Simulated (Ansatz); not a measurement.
Geometry optimisation.

```
crystal:
  lattice:
    - [-3.320606, 3.320606, 2.900794]
    - [3.320606, -3.320606, 2.900794]
    - [3.320606, 3.320606, -2.900794]
  atoms:
    - { symbol: Tl, position: [0.65156, 0.15156, 0.80312] }
    - { symbol: Tl, position: [0.15156, 0.34844, 0.5] }
    - { symbol: Tl, position: [0.34844, 0.84844, 0.19688] }
    - { symbol: Tl, position: [0.84844, 0.65156, 0.5] }
    - { symbol: Ti, position: [0.25, 0.25, 0.0] }
    - { symbol: Ti, position: [0.75, 0.75, 0.0] }
  symmetry: { tolerance: 0.0003 }
kpoints:
  mp_grid: { grid: [4, 4, 4], shift: [0, 0, 0] }
magnetization:
  spin_polarized: false
scf:
  occupations: { method: fermi_dirac }
hamiltonian:
  pseudopotentials: { kind: paw }
  xc: pbesol
basis:
  ecutwfc: "800 eV"
output:
  forces: true
  stress: true
  eigenvalues: true
  write_density: true
  write_potential: true
  elf: true
  volumetric_format: npy
relax:
  max_steps: 40
  cell: {}
```

Command:
```bash
ansatz run input.yaml --threads 1 --pin off --max-ram 2560MiB --backend cpu --events-out ev --progress --plain --runs-dir out
```

Q: How does the optimisation go?

A: The optimisation met its thresholds at geometry 12, counting the start as the first. The energy fell by about 160 meV/atom from the first step to the last. The largest force component goes from about 0.79 eV/Å at the start to 1.3 × 10⁻³ eV/Å at the end. The volume grows from 21.3 to 24.6 Å³ per atom (+16 %), overshooting to 25.6 at step 8, as the pressure goes from 5.6 GPa to about 0 GPa.

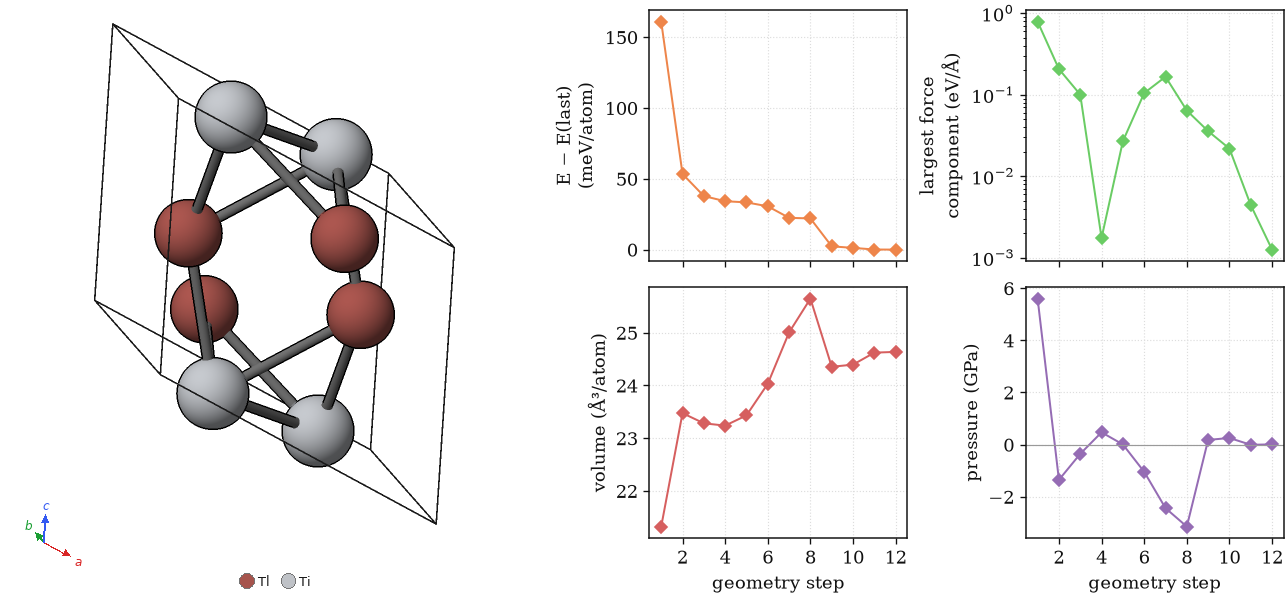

Beside the plot: the structure at the start.

History of the run, step by step. Atoms and cell relax. A closing SCF on a freshly chosen basis isn't drawn.
